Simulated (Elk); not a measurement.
## MnHg: energy against a fixed spin moment

Wanted: E(M) for MnHg, to see how near it is to a magnetic instability.

Calculated with Elk 11.2.3 (patched build); PBEsol; all-electron APW+lo, Dirac cores, scalar-relativistic bands.

## 1. The structure

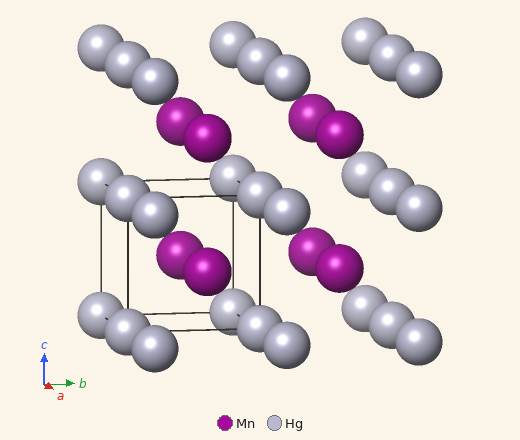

Start, viewed slightly off an axis; manganese purple, mercury light grey. 2×2×2 cells are drawn. Some periodic images of atoms are drawn too.

## 2. Unconstrained state

The free run shows where the moment settles by itself and gives the state from which the held runs start.

The last three numbers of an atom's line are a seed field in its sphere. It points against the wanted moment and shrinks by the factor reducebf each loop.

elk.in reads:

```
tasks
  0

xctype
  22

rgkmax
  7.0

nempty
  14

swidth
  0.003

reducebf
  0.5

epsengy
  1e-05

maxscl
  120

lmaxi
  3

spinpol
  .true.

sppath
  './'

avec
  6.26444210313 0.00000000000 0.00000000000
  0.00000000000 6.26444210313 0.00000000000
  0.00000000000 0.00000000000 6.26444210313

atoms
  2
  'Mn.in'
  1
  0.5000000000 0.5000000000 0.5000000000   0.000000 0.000000 -0.262500
  'Hg.in'
  1
  0.0000000000 0.0000000000 0.0000000000   0.000000 0.000000 0.000000

ngridk
  8 8 8
```

The run is started by

```console
$ OMP_NUM_THREADS=4 elk
```

Numbers of over 12 decimals in the logs are rounded to 6 here.

What it wrote:

```text
┌─────────────────────────┐
│ Elk code version 11.2.3 │
└─────────────────────────┘

All units are atomic (Hartree, Bohr, etc.)

┌─────────────────────────────────────────────────┐
│ Ground-state run starting from atomic densities │
└─────────────────────────────────────────────────┘

Lattice vectors :
   6.264442103       0.000000000       0.000000000
   0.000000000       6.264442103       0.000000000
   0.000000000       0.000000000       6.264442103

Reciprocal lattice vectors :
   1.002991999       0.000000000       0.000000000
   0.000000000       1.002991999       0.000000000
   0.000000000       0.000000000       1.002991999

Unit cell volume      :    245.8369727
Brillouin zone volume :    1.009002880

Muffin-tin inner radius fraction :   0.1000000000E-01

Nuclei treated as point charges

Species : 1 (Mn)
 parameters loaded from : Mn.in
 name : manganese
 nuclear charge    :   -25.00000000
 electronic charge :    25.00000000
 atomic mass :    100145.9370
 muffin-tin radius :    2.400000000
 number of radial points in muffin-tin :    993
 inner part over the whole radius :   0.9953723401E-02
 number on inner part of muffin-tin    :    700
 approximate nuclear radius :   0.7074591925E-04
 number of mesh points to nuclear radius :    330
 atomic positions (lattice), magnetic fields (Cartesian) :
  1 :   0.00000000  0.00000000  0.00000000    0.00000000  0.00000000 -0.26250000

Species : 2 (Hg)
 parameters loaded from : Hg.in
 name : mercury
 nuclear charge    :   -80.00000000
 electronic charge :    80.00000000
 atomic mass :    365653.2015
 muffin-tin radius :    2.800000000
 number of radial points in muffin-tin :   1393
 inner part over the whole radius :   0.9911313582E-02
 number on inner part of muffin-tin    :   1000
 approximate nuclear radius :   0.1038385165E-03
 number of mesh points to nuclear radius :    524
 atomic positions (lattice), magnetic fields (Cartesian) :
  1 :   0.50000000  0.50000000  0.50000000    0.00000000  0.00000000  0.00000000

Total number of atoms per unit cell :    2
Total muffin-tin volume :    149.8581584
 ratio of muffin-tin to unit cell volume :   0.6095834841

Spin treatment :
 spin-polarised
 global magnetic field (Cartesian) :    0.000000000       0.000000000       0.000000000
 collinear magnetisation in z-direction

Number of Bravais lattice symmetries :   48
Number of crystal symmetries         :   48
Crystal has inversion symmetry
Real symmetric eigensolver will be used

k-point grid :      8     8     8
k-point offset :    0.000000000       0.000000000       0.000000000
k-point set is reduced with full crystal symmetry group
Total number of k-points :       35

Muffin-tin radius times maximum |G+k| :    7.000000000
 using average radius
Maximum |G+k| for APW functions       :    2.692307692
Maximum (1/2)|G+k|²                   :    3.624260355
Maximum |G| for potential and density :    12.00000000
Constant for pseudocharge density :    8
 order of it for each species :   15  15
 order of it for pair densities of each species (exact exchange by exxq0 0: 15) :    8  11
Radial integration step length :    1

G-vector grid sizes :     24    24    24
Number of G-vectors :     7123

Maximum angular momentum used for
 APW functions            :    8
 outer part of muffin-tin :    6
 inner part of muffin-tin :    3

Total nuclear charge    :   -105.0000000
Total core charge       :    72.00000000
Total valence charge    :    33.00000000
Total excess charge     :    0.000000000
Total electronic charge :    105.0000000

Effective Wigner radius, rₛ :   0.8237392570

Number of empty states         :     28
Total number of valence states :     90
Total number of core states    :     72

Third-order local-orbitals added for an l without core states : T
Total number of local-orbitals :     40

Exchange-correlation functional :     22     0     0
 PBEsol, Phys. Rev. Lett. 100, 136406 (2008)
 gradient requirement :    1
 generalised gradient approximation (GGA)

Smearing type :    3
 Fermi-Dirac
Smearing width :   0.3000000000E-02
Effective electronic temperature (K) :    947.3250744

Mixing type :    3
 Broyden mixing, J. Phys. A: Math. Gen. 17, L317 (1984)

Kohn-Sham potential initialised from atomic data

┌──────────────────────────────┐
│ Self-consistent loop started │
└──────────────────────────────┘

┌─────────────────┐
│ Loop number : 1 │
└─────────────────┘

Energies :
 Fermi                       :     0.84713995336783E-01
 sum of occupied eigenvalues :     -12793.111468375
 electron kinetic            :      23847.701009195
 core electron kinetic       :      23526.013731513
 Coulomb                     :     -44242.217915512
 Coulomb potential           :     -36098.802313907
 nuclear-nuclear             :     -1846.9129647766
 electron-nuclear            :     -48735.220069719
 Hartree                     :      6339.9151189838
 Madelung                    :     -26192.816758558
 xc potential                :     -541.86412804729
 xc effective B-field        :    -0.174526
 external B-field            :      0.000000
 exchange                    :     -412.64414259611
 correlation                 :     -6.800237
 electron entropic           :    -0.24547319342292E-02
 total energy                :     -20813.963740220
 (external B-field energy excluded from total)

Density of states at Fermi energy :    83.71270755
 (states/Hartree/unit cell)

Estimated indirect band gap :   0.1243671287E-02
 from k-point 19 to k-point 14
Estimated direct band gap   :   0.2189680491E-02
 at k-point 10

Charges :
 core                        :    72.00000000
 valence                     :    33.00000000
 interstitial                :    2.214461385
 muffin-tins (core leakage)
  species : 1 (Mn)
   atom 1                    :    24.20962648     ( -0.2246772137E-06)
  species : 2 (Hg)
   atom 1                    :    78.57591214     (  0.7856023962E-04)
 total in muffin-tins        :    102.7855386
 total calculated charge     :    104.9996363
 total charge                :    105.0000000
 error                       :   0.3636778204E-03

Moments :
 interstitial                :   0.2993677050E-01
 muffin-tins
  species : 1 (Mn)
   atom 1                    :    3.081509333
  species : 2 (Hg)
   atom 1                    :  -0.7509059903E-02
 total in muffin-tins        :    3.074000273
 total moment                :    3.103937044

┌─────────────────┐
│ Loop number : 2 │
└─────────────────┘

Energies :
 Fermi                       :     0.87979912452978E-01
 sum of occupied eigenvalues :     -12793.199040645
 electron kinetic            :      23845.350464254
 core electron kinetic       :      23523.361493622
 Coulomb                     :     -44242.359491726
 Coulomb potential           :     -36098.295316969
 nuclear-nuclear             :     -1846.9129647766
 electron-nuclear            :     -48735.998862968
 Hartree                     :      6340.5523360185
 Madelung                    :     -26193.211833241
 xc potential                :     -540.10378244129
 xc effective B-field        :    -0.177049
 external B-field            :      0.000000
 exchange                    :     -412.63325024723
 correlation                 :     -6.800124
 electron entropic           :    -0.23885047592404E-02
 total energy                :     -20816.444790276
 (external B-field energy excluded from total)

Density of states at Fermi energy :    81.29642358
 (states/Hartree/unit cell)

Estimated indirect band gap :   0.1409573922E-02
 from k-point 8 to k-point 10
Estimated direct band gap   :   0.2862887635E-02
 at k-point 10

Charges :
 core                        :    72.00000000
 valence                     :    33.00000000
 interstitial                :    2.223382090
 muffin-tins (core leakage)
  species : 1 (Mn)
   atom 1                    :    24.16921262     ( -0.2246774926E-06)
  species : 2 (Hg)
   atom 1                    :    78.60740529     (  0.7828217269E-04)
 total in muffin-tins        :    102.7766179
 total calculated charge     :    104.9996392
 total charge                :    105.0000000
 error                       :   0.3607515471E-03

Moments :
 interstitial                :   0.3280003959E-01
 muffin-tins
  species : 1 (Mn)
   atom 1                    :    3.103486529
  species : 2 (Hg)
   atom 1                    :  -0.9513845538E-02
 total in muffin-tins        :    3.093972683
 total moment                :    3.126772723

RMS change in Kohn-Sham potential (target) :    4.333212230     (  0.1000000000E-05)
Absolute change in total energy (target)   :    2.481050057     (  0.1000000000E-04)

[... loops 3 to 19 left out ...]

┌──────────────────┐
│ Loop number : 20 │
└──────────────────┘

Energies :
 Fermi                       :     0.257448
 sum of occupied eigenvalues :     -12785.947429715
 electron kinetic            :      23853.087133087
 core electron kinetic       :      23527.519382771
 Coulomb                     :     -44247.521285380
 Coulomb potential           :     -36086.773295872
 nuclear-nuclear             :     -1846.9129647766
 electron-nuclear            :     -48757.621469962
 Hartree                     :      6357.0131493586
 Madelung                    :     -26204.134637444
 xc potential                :     -551.98880994775
 xc effective B-field        :    -0.272457
 external B-field            :      0.000000
 exchange                    :     -412.73579387278
 correlation                 :     -6.796944
 electron entropic           :    -0.13550213050603E-02
 total energy                :     -20813.968245025
 (external B-field energy excluded from total)

Density of states at Fermi energy :    46.28721486
 (states/Hartree/unit cell)

Estimated indirect band gap :   0.3260761340E-03
 from k-point 11 to k-point 4
Estimated direct band gap   :   0.1703314298E-01
 at k-point 11

Charges :
 core                        :    72.00000000
 valence                     :    33.00000000
 interstitial                :    2.274355337
 muffin-tins (core leakage)
  species : 1 (Mn)
   atom 1                    :    23.56640477     ( -0.2246774535E-06)
  species : 2 (Hg)
   atom 1                    :    79.15923989     (  0.7111855822E-04)
 total in muffin-tins        :    102.7256447
 total calculated charge     :    104.9997093
 total charge                :    105.0000000
 error                       :   0.2907464612E-03

Moments :
 interstitial                :   0.1316177013
 muffin-tins
  species : 1 (Mn)
   atom 1                    :    3.834373709
  species : 2 (Hg)
   atom 1                    :  -0.4971321366E-01
 total in muffin-tins        :    3.784660495
 total moment                :    3.916278196

RMS change in Kohn-Sham potential (target) :   0.1619795779E-07 (  0.1000000000E-05)
Absolute change in total energy (target)   :   0.7573555195E-05 (  0.1000000000E-04)

Convergence targets achieved

┌──────────────────┐
│ Loop number : 21 │
└──────────────────┘

Energies :
 Fermi                       :     0.257448
 sum of occupied eigenvalues :     -12785.947429642
 electron kinetic            :      23853.087132719
 core electron kinetic       :      23527.519382337
 Coulomb                     :     -44247.521285309
 Coulomb potential           :     -36086.773295896
 nuclear-nuclear             :     -1846.9129647766
 electron-nuclear            :     -48757.621469829
 Hartree                     :      6357.0131492966
 Madelung                    :     -26204.134637361
 xc potential                :     -551.98880946534
 xc effective B-field        :    -0.272457
 external B-field            :      0.000000
 exchange                    :     -412.73579384432
 correlation                 :     -6.796944
 electron entropic           :    -0.13550211860851E-02
 total energy                :     -20813.968245296
 (external B-field energy excluded from total)

Density of states at Fermi energy :    46.28720849
 (states/Hartree/unit cell)

Estimated indirect band gap :   0.3260725322E-03
 from k-point 11 to k-point 4
Estimated direct band gap   :   0.1703313938E-01
 at k-point 11

Charges :
 core                        :    72.00000000
 valence                     :    33.00000000
 interstitial                :    2.274355318
 muffin-tins (core leakage)
  species : 1 (Mn)
   atom 1                    :    23.56640481     ( -0.2246773523E-06)
  species : 2 (Hg)
   atom 1                    :    79.15923988     (  0.7111856461E-04)
 total in muffin-tins        :    102.7256447
 total calculated charge     :    104.9997093
 total charge                :    105.0000000
 error                       :   0.2907464594E-03

Moments :
 interstitial                :   0.1316177820
 muffin-tins
  species : 1 (Mn)
   atom 1                    :    3.834373460
  species : 2 (Hg)
   atom 1                    :  -0.4971313585E-01
 total in muffin-tins        :    3.784660324
 total moment                :    3.916278106

┌──────────────────────────────┐
│ Self-consistent loop stopped │
└──────────────────────────────┘

Wrote STATE.OUT
```

The job ended after 51 s (4 threads of Arm Neoverse V1, shared host; peak memory 0.39 GiB; 3.2 min of CPU time).

Spin moment in the muffin-tin sphere by atom:

```
atom  spin moment in the muffin-tin sphere (μB)
 Mn1                                       3.83
 Hg2                                      -0.05
```

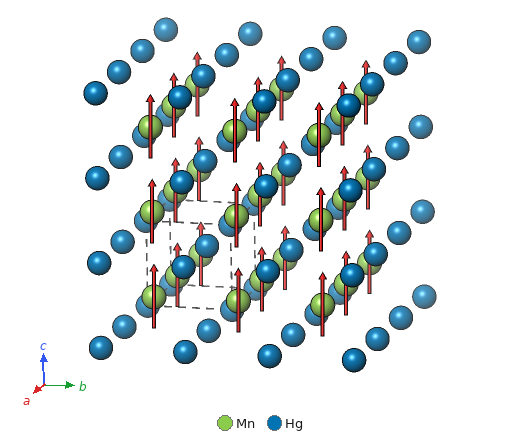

Spin moment in the muffin-tin sphere as arrows, the longest 3.83 μB. Up and down stand for the sign. Arrows give size and sign along the axis of quantisation, drawn up and down the page. 3×3×3 cells are drawn. Some periodic images of atoms are drawn too.

Numbers from this step:

| Item | Value |
| --- | --- |
| density of states at the Fermi level | 1.701 states/eV/cell |
| moment between the spheres | 0.1316 μB |
| magnetization | 3.916 μB |
| final state | ferromagnetic |

After 21 cycles the largest moment stands at 3.83 μB.

## 3. Moment fixed at 3.304 μB

Holding the total moment away from its free value maps the energy around and beyond the minimum.

A uniform field is adjusted until the total moment meets the target; the run goes on from the state before.

Edit elk.in of step 2 so:

```diff
@@ -1,3 +1,3 @@
 tasks
-  0
+  1
 
@@ -30,2 +30,11 @@
 
+fsmtype
+  1
+
+momfix
+  0.000000 0.000000 3.304000
+
+taufsm
+  0.005
+
 sppath
@@ -42,3 +51,3 @@
   1
-  0.5000000000 0.5000000000 0.5000000000   0.000000 0.000000 -0.262500
+  0.5000000000 0.5000000000 0.5000000000   0.000000 0.000000 -0.000262
   'Hg.in'
```

The run is started by

```console
$ OMP_NUM_THREADS=4 elk
```

What it wrote:

```text
┌─────────────────────────┐
│ Elk code version 11.2.3 │
└─────────────────────────┘

All units are atomic (Hartree, Bohr, etc.)

┌──────────────────────────────────────────┐
│ Ground-state run resuming from STATE.OUT │
└──────────────────────────────────────────┘

Lattice vectors :
   6.264442103       0.000000000       0.000000000
   0.000000000       6.264442103       0.000000000
   0.000000000       0.000000000       6.264442103

Species : 1 (Mn)
 muffin-tin radius :    2.400000000
 atomic positions (lattice), magnetic fields (Cartesian) :
  1 :   0.00000000  0.00000000  0.00000000    0.00000000  0.00000000  0.00000000

Species : 2 (Hg)
 muffin-tin radius :    2.800000000
 atomic positions (lattice), magnetic fields (Cartesian) :
  1 :   0.50000000  0.50000000  0.50000000    0.00000000  0.00000000  0.00000000

Total number of atoms per unit cell :    2
Total muffin-tin volume :    149.8581584
 ratio of muffin-tin to unit cell volume :   0.6095834841

Spin treatment :
 spin-polarised
 global magnetic field (Cartesian) :    0.000000000       0.000000000       0.000000000
 collinear magnetisation in z-direction
 fixed spin moment (FSM) calculation, type :    1
  fixing total moment to (Cartesian) :
     0.000000000       0.000000000       3.304000000

Number of Bravais lattice symmetries :   48
Number of crystal symmetries         :   48
Crystal has inversion symmetry
Real symmetric eigensolver will be used

k-point grid :      8     8     8
k-point offset :    0.000000000       0.000000000       0.000000000
k-point set is reduced with full crystal symmetry group
Total number of k-points :       35

Muffin-tin radius times maximum |G+k| :    7.000000000
 using average radius
Maximum |G+k| for APW functions       :    2.692307692
Maximum (1/2)|G+k|²                   :    3.624260355
Maximum |G| for potential and density :    12.00000000
Constant for pseudocharge density :    8
 order of it for each species :   15  15
 order of it for pair densities of each species (exact exchange by exxq0 0: 15) :    8  11
Radial integration step length :    1

G-vector grid sizes :     24    24    24
Number of G-vectors :     7123

Maximum angular momentum used for
 APW functions            :    8
 outer part of muffin-tin :    6

Number of empty states         :     28
Total number of valence states :     90
Total number of core states    :     72

Third-order local-orbitals added for an l without core states : T
Total number of local-orbitals :     40

Exchange-correlation functional :     22     0     0
 PBEsol, Phys. Rev. Lett. 100, 136406 (2008)
 gradient requirement :    1
 generalised gradient approximation (GGA)

Smearing type :    3
 Fermi-Dirac
Smearing width :   0.3000000000E-02
Effective electronic temperature (K) :    947.3250744

Mixing type :    1
 Adaptive linear mixing

Potential read in from STATE.OUT

┌──────────────────────────────┐
│ Self-consistent loop started │
└──────────────────────────────┘

[... earlier loops left out ...]

┌──────────────────┐
│ Loop number : 42 │
└──────────────────┘

Energies :
 Fermi                       :     0.247003
 sum of occupied eigenvalues :     -12786.127860940
 electron kinetic            :      23852.968793420
 core electron kinetic       :      23527.530228438
 Coulomb                     :     -44247.427715118
 Coulomb potential           :     -36086.914022008
 nuclear-nuclear             :     -1846.9129647766
 electron-nuclear            :     -48757.357649550
 Hartree                     :      6356.8428992080
 Madelung                    :     -26203.970704114
 xc potential                :     -552.00525708499
 xc effective B-field        :    -0.217138
 external B-field            :      0.000000
 exchange                    :     -412.70322884141
 correlation                 :     -6.800666
 electron entropic           :    -0.15361272584914E-02
 total energy                :     -20813.964352716
 (external B-field energy excluded from total)

Density of states at Fermi energy :    52.16221763
 (states/Hartree/unit cell)

Estimated indirect band gap :   0.5244371173E-03
 from k-point 6 to k-point 6
Estimated direct band gap   :   0.5244371173E-03
 at k-point 6

Charges :
 core                        :    72.00000000
 valence                     :    33.00000000
 interstitial                :    2.274997446
 muffin-tins (core leakage)
  species : 1 (Mn)
   atom 1                    :    23.59087429     ( -0.2246773256E-06)
  species : 2 (Hg)
   atom 1                    :    79.13412826     (  0.7101846271E-04)
 total in muffin-tins        :    102.7250026
 total calculated charge     :    104.9996927
 total charge                :    105.0000000
 error                       :   0.3073454787E-03

Moments :
 interstitial                :   0.2284026512E-01
 muffin-tins
  species : 1 (Mn)
   atom 1                    :    3.411635543
  species : 2 (Hg)
   atom 1                    :  -0.1305280795
 total in muffin-tins        :    3.281107463
 total moment                :    3.303947728

FSM global effective field   :   0.1203437264E-01

┌──────────────────────────────┐
│ Self-consistent loop stopped │
└──────────────────────────────┘

Wrote STATE.OUT
```

Wall time 1.7 min (4 threads); peak memory 0.38 GiB.

Read from the output:

```
magnetization : 3.304 μB
```

It lies 106 meV a cell above the free run.

(Continued in part 2 of 2.)

[Logs and program files are shortened in this print: banners, set-up blocks, solver, clock and traceback lines can be left out without a mark of their own.]

[Logs are printed without paths, hosts, clocks, repeated set-up lines and the standing remarks that a program may print on its own settings, such as how far it seeks lower states.]

[Hosts, paths, dates, database ids (printed as entryN), source tags and the programs' standing remarks are cut or masked in the printed files.]

[Where a cell is said to come from a database of computed structures, the database is the Materials Project.]
